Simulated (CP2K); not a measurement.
# C3H8AlF (SMILES C[CH](C)[AlH][F]) at GFN1-xTB

Aim: the energy change on altering one bond length of C3H8AlF at GFN1-xTB, from 2 runs. 

The calculation is run with CP2K 2026.2.

2 further runs of the same task are left out: 1 that didn't finish, 1 set aside as unsound or not needed.

### 1 Starting point

The species is C3H8AlF (13 atoms), meant as a singlet with charge 0. SMILES: `C[CH](C)[AlH][F]`. Geometry: a rough force-field guess. This is one conformer, not always the lowest.

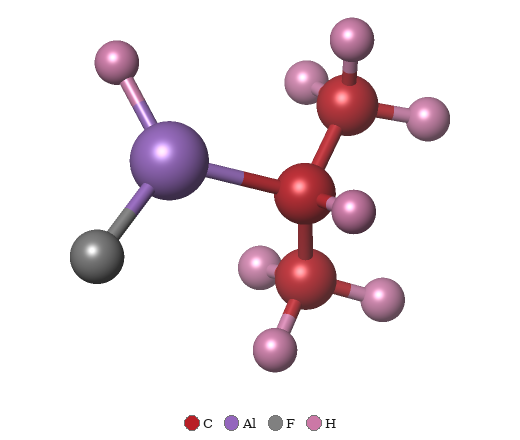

The structure, seen from a chosen angle (carbon red, aluminium purple, fluorine grey, hydrogen pink).

### 2 Energy and forces at GFN1-xTB

Contents of molecule.xyz:

```xyz
13

C     -1.140500     0.533700     0.640100
C      0.216500     0.366700     0.071600
C      0.937300    -0.695800     0.857100
Al     0.214900    -0.123800    -1.877100
F     -0.656800     0.957100    -3.072400
H     -1.711000     1.392500     0.056900
H     -1.109400     0.896000     1.696200
H     -1.742800    -0.342300     0.554800
H      0.782700     1.344900     0.183300
H      1.045500    -0.393100     1.960700
H      1.991200    -0.816800     0.496400
H      0.463900    -1.666900     0.828300
H      0.728900    -1.486900    -2.381100
```

Contents of mol.inp:

```
&GLOBAL
    PROJECT mol
    RUN_TYPE ENERGY_FORCE
    PRINT_LEVEL MEDIUM
&END

&FORCE_EVAL
    METHOD QS
    &DFT
        # Quickstep
        &QS
            METHOD XTB
            EPS_DEFAULT 1.0E-10
            &XTB
                GFN_TYPE 1
                CHECK_ATOMIC_CHARGES F
            &END
        &END
        # cluster boundary conditions
        &POISSON
            PERIODIC NONE
            POISSON_SOLVER ANALYTIC
        &END
        # self-consistent field
        &SCF
            SCF_GUESS ATOMIC
            EPS_SCF 1.0E-07
            MAX_SCF 30
            &OT
                MINIMIZER DIIS
                PRECONDITIONER FULL_ALL
            &END
            &OUTER_SCF
                EPS_SCF 1.0E-07
                MAX_SCF 10
            &END
        &END
        &PRINT
            &MOMENTS
                PERIODIC F
                REFERENCE COM
                MAX_MOMENT 1
            &END
            &MO_CUBES
                NLUMO 5
                NHOMO -1
                WRITE_CUBE F
            &END
            &HIRSHFELD OFF
            &END
        &END
    &END
    &SUBSYS
        &CELL
            ABC 13.7 13.1 15
            PERIODIC NONE
        &END
        &TOPOLOGY
            COORD_FILE_NAME molecule.xyz
            COORD_FILE_FORMAT XYZ
            &CENTER_COORDINATES
            &END
        &END
    &END
    # extra output
    &PRINT
        &FORCES ON
        &END
    &END
&END
```

Started as:

```sh
$ OMP_NUM_THREADS=1 cp2k.psmp -i mol.inp -o mol.out
```

What it wrote:

```text
CP2K| version string:                                       CP2K version 2026.2
[...]
 GLOBAL| Method name                                                        CP2K
[...]
 GLOBAL| Run type                                                   ENERGY_FORCE
[...]
                             - Atoms:                                         13
[...]
                             - Spherical basis functions:                     41
[...]
 Number of electrons:                                                         30
[...]
     1 OT DIIS     0.15E+00    0.0     0.05127431       -17.0601959242 -1.71E+01
[...]
    13 OT DIIS     0.15E+00    0.0     0.00000006       -17.1242998835 -1.37E-12
  *** SCF run converged in    13 steps ***
[...]
 TB_DIPOLE| Moment [Debye]          1.20238208      -1.41055518       2.89523022
 TB_DIPOLE| Derivative [a.u.]       0.00000000       0.00000000       0.00000000
[...]
 ENERGY| Total FORCE_EVAL ( QS ) energy [hartree]            -17.124299883471384
 FORCES| Atomic forces [hartree/bohr]
 FORCES|   Atom     x               y               z               |f|
 FORCES|      1 -3.85904998E-02  6.08039360E-02 -2.48062485E-03   7.20589954E-02
 FORCES|      2  2.34162896E-02  1.84780722E-02 -1.23364510E-02   3.22792471E-02
 FORCES|      3  3.69407318E-02  4.63853329E-03  2.83889359E-02   4.68194974E-02
 FORCES|      4 -1.82857024E-02  1.89524422E-02 -1.41172241E-02   2.98807295E-02
 FORCES|      5  1.88576446E-02 -2.28447459E-02  2.43192583E-02   3.83264856E-02
 FORCES|      6  1.68330941E-02 -2.83102297E-02  1.81596723E-02   3.76111136E-02
 FORCES|      7 -1.63022849E-04 -8.37332856E-03 -1.08352749E-02   1.36946117E-02
 FORCES|      8 -8.65986604E-03 -1.43542754E-02  1.77073213E-03   1.68574611E-02
 FORCES|      9 -8.09373296E-03 -1.45223614E-02  2.45971562E-04   1.66273268E-02
 FORCES|     10 -5.74233835E-03 -7.00170664E-03 -2.62489959E-02   2.77670332E-02
 FORCES|     11 -1.16878645E-02 -2.50969586E-04  2.06337726E-03   1.18712547E-02
 FORCES|     12 -5.43460531E-03 -5.85548473E-03 -1.61551382E-03   8.15055343E-03
 FORCES|     13  6.09872130E-04 -1.35988191E-03 -7.31386296E-03   7.46416869E-03
[...]
```

Wall time 0.7 s (1 thread of Arm Neoverse N1, shared host); peak memory 0.15 GiB.

### 3 The distorted shape

Contents of molecule.xyz:

```xyz
13

C     -0.835389     0.155365     1.058477
C      0.521611    -0.011635     0.489977
C      1.242411    -1.074135     1.275477
Al     0.520011    -0.502135    -1.458723
F     -0.656800     0.957100    -3.072400
H     -1.405889     1.014165     0.475277
H     -0.804289     0.517665     2.114577
H     -1.437689    -0.720635     0.973177
H      1.087811     0.966565     0.601677
H      1.350611    -0.771435     2.379077
H      2.296311    -1.195135     0.914777
H      0.769011    -2.045235     1.246677
H      1.034011    -1.865235    -1.962723
```

Contents of qs.inp:

```
&GLOBAL
   PROJECT qs
   RUN_TYPE ENERGY_FORCE
   PRINT_LEVEL MEDIUM
&END GLOBAL

&FORCE_EVAL
   METHOD Quickstep
   &DFT
      CHARGE 0
      MULTIPLICITY 1
      &QS
         METHOD XTB
         EPS_DEFAULT 1.0E-10
         &XTB
            GFN_TYPE 1
            CHECK_ATOMIC_CHARGES F
         &END XTB
      &END QS
      &POISSON
         PERIODIC NONE
         POISSON_SOLVER ANALYTIC
      &END POISSON
      &SCF
         SCF_GUESS ATOMIC
         EPS_SCF 1.0E-07
         MAX_SCF 30
         &OT ON
            MINIMIZER DIIS
            PRECONDITIONER FULL_ALL
         &END OT
         &OUTER_SCF
            EPS_SCF 1.0E-07
            MAX_SCF 10
         &END OUTER_SCF
      &END SCF
      &PRINT
         &MOMENTS
            PERIODIC F
            REFERENCE COM
            MAX_MOMENT 1
         &END MOMENTS
         &MO_CUBES
            NLUMO 5
            NHOMO -1
            WRITE_CUBE F
         &END MO_CUBES
         &HIRSHFELD OFF
         &END HIRSHFELD
      &END PRINT
   &END DFT
   &SUBSYS
      &CELL
         ABC [angstrom] 13.7 13.1 15.5
         PERIODIC NONE
      &END CELL
      &TOPOLOGY
         COORD_FILE_NAME molecule.xyz
         COORD_FILE_FORMAT XYZ
         &CENTER_COORDINATES
         &END CENTER_COORDINATES
      &END TOPOLOGY
   &END SUBSYS
   &PRINT
      &FORCES ON
      &END FORCES
   &END PRINT
&END FORCE_EVAL
```

Started as:

```sh
$ OMP_NUM_THREADS=1 cp2k.psmp qs.inp > qs.out
```

What it wrote:

```text
CP2K| version string:                                       CP2K version 2026.2
[...]
 GLOBAL| Method name                                                        CP2K
[...]
 GLOBAL| Run type                                                   ENERGY_FORCE
[...]
                             - Atoms:                                         13
[...]
                             - Spherical basis functions:                     41
[...]
 Number of electrons:                                                         30
[...]
     1 OT DIIS     0.15E+00    0.0     0.05602853       -16.9740079746 -1.70E+01
[...]
    16 OT DIIS     0.15E+00    0.0     0.00000005       -17.0579879520 -1.37E-12
  *** SCF run converged in    16 steps ***
[...]
 TB_DIPOLE| Moment [Debye]          2.23184079      -2.65120914       5.22078457
 TB_DIPOLE| Derivative [a.u.]       0.00000000       0.00000000       0.00000000
[...]
 ENERGY| Total FORCE_EVAL ( QS ) energy [hartree]            -17.057987952049348
 FORCES| Atomic forces [hartree/bohr]
 FORCES|   Atom     x               y               z               |f|
 FORCES|      1 -3.87954604E-02  6.04373393E-02 -4.23414298E-03   7.19422525E-02
 FORCES|      2  2.16923234E-02  2.27028759E-02 -3.10397814E-03   3.15533223E-02
 FORCES|      3  3.65061474E-02  3.57508368E-03  2.32383632E-02   4.34223622E-02
 FORCES|      4 -2.61731804E-02  3.03249262E-02 -2.56612111E-02   4.75724109E-02
 FORCES|      5  2.77145116E-02 -3.39808506E-02  3.78603712E-02   5.79327202E-02
 FORCES|      6  1.70056539E-02 -2.84073191E-02  1.82277252E-02   3.77944177E-02
 FORCES|      7  3.80000216E-04 -8.53417543E-03 -1.14071526E-02   1.42513046E-02
 FORCES|      8 -8.56457541E-03 -1.43100378E-02  1.78023840E-03   1.67719522E-02
 FORCES|      9 -8.17913096E-03 -1.50357316E-02 -1.52874300E-03   1.71845414E-02
 FORCES|     10 -6.06173265E-03 -6.42661284E-03 -2.73937659E-02   2.87830569E-02
 FORCES|     11 -1.15386767E-02 -2.44393188E-04  2.11430893E-03   1.17333324E-02
 FORCES|     12 -5.51789348E-03 -5.89949124E-03 -1.47449903E-03   8.21129056E-03
 FORCES|     13  1.53201358E-03 -4.20161328E-03 -8.41751421E-03   9.53179759E-03
[...]
```

It took 0.72 s on 1 thread of Arm Neoverse N1, shared host; peak memory 0.15 GiB.

### 4 Results

Level: GFN1-xTB.

| quantity | value |
| --- | --- |
| first shape: total energy | -17.12430 Eh |
| first shape: dipole moment (from atomic charges alone) | 3.44 D |
| first shape: HOMO energy | -11.41 eV |
| first shape: dispersion energy | -10.53 kJ/mol |
| first shape: largest force on an atom | 3.705 eV/Å |
| distorted shape: total energy | -17.05799 Eh |
| distorted shape: dipole moment (from atomic charges alone) | 6.27 D |
| distorted shape: HOMO energy | -11.43 eV |
| distorted shape: dispersion energy | -10.73 kJ/mol |
| distorted shape: largest force on an atom | 3.699 eV/Å |
| energy change with the Al4–F5 bond stretched from 1.832 to 2.474 Å | 1.804 eV |

**Reading.** With the Al4–F5 bond stretched from 1.832 to 2.474 Å the energy rises by 1.80 eV (42 kcal/mol). The first shape isn't relaxed at this level, so the change isn't measured from a minimum. The largest force (first shape) is 3.71 eV/Å: the shape isn't a stationary point for this species at this level. The dipole (first shape) comes from point charges on the atoms alone, without atomic dipoles, so it is partial. The dipole (distorted shape) comes from point charges on the atoms alone, without atomic dipoles, so it is partial.
